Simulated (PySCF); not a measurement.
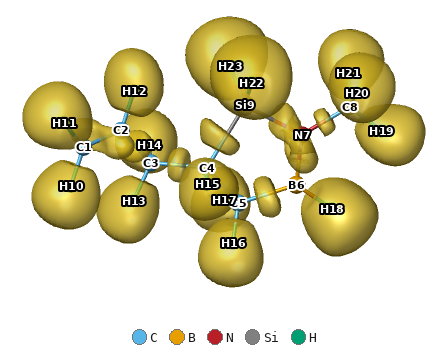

Figure 1: C6H14BNSi (SMILES C=CC[C@H]1CBN(C)[SiH2]1). Isosurface of the electron localisation function at 0.8 (yellow), seen at a tilt. Only the valence region is drawn (cores and ρ < 0.01 e/Å³ removed).

Geometry: GFN2-xTB.

Theory: PBE0/pcSseg-1, SCF density, gas phase, non-relativistic in PySCF.

```xyz
23

C     3.8107   -0.6310    0.4089
C     2.6858   -0.4320   -0.2520
C     1.7800    0.7377   -0.0562
C     0.4306    0.2943    0.5163
C    -0.5136    1.4799    0.8085
B    -2.0160    0.9915    0.6520
N    -2.1174   -0.2047   -0.0661
C    -3.3547   -0.8532   -0.4292
Si   -0.5868   -0.8864   -0.5717
H     4.1683    0.0754    1.1408
H     4.4270   -1.4993    0.2469
H     2.3403   -1.1582   -0.9777
H     2.2492    1.4590    0.6186
H     1.6153    1.2311   -1.0187
H     0.6370   -0.2107    1.4667
H    -0.2776    1.9298    1.7754
H    -0.3322    2.2642    0.0666
H    -2.9641    1.5602    1.0412
H    -4.2030   -0.3303    0.0094
H    -3.3587   -1.8874   -0.0783
H    -3.4745   -0.8680   -1.5152
H    -0.5267   -2.3054   -0.2056
H    -0.4237   -0.7294   -2.0246
```

Identify the bonds, lone pairs and shells in this picture.

The ELF exceeds this value in one region between bonded B–C atoms (shared pairs), four regions between bonded C–C atoms (shared pairs), one region between bonded C–N atoms (shared pairs), one region between bonded C–Si atoms (shared pairs), 14 regions around hydrogen nuclei and one region on N in which the atom's valence shell and bonds are merged. Profiles from the grid: C–C (1.32 Å): the ELF peaks at about 0.90 between the atoms (a multiple bond). B–N (1.40 Å): the ELF peaks at about 0.90 between the atoms: a short, strongly polar bond.
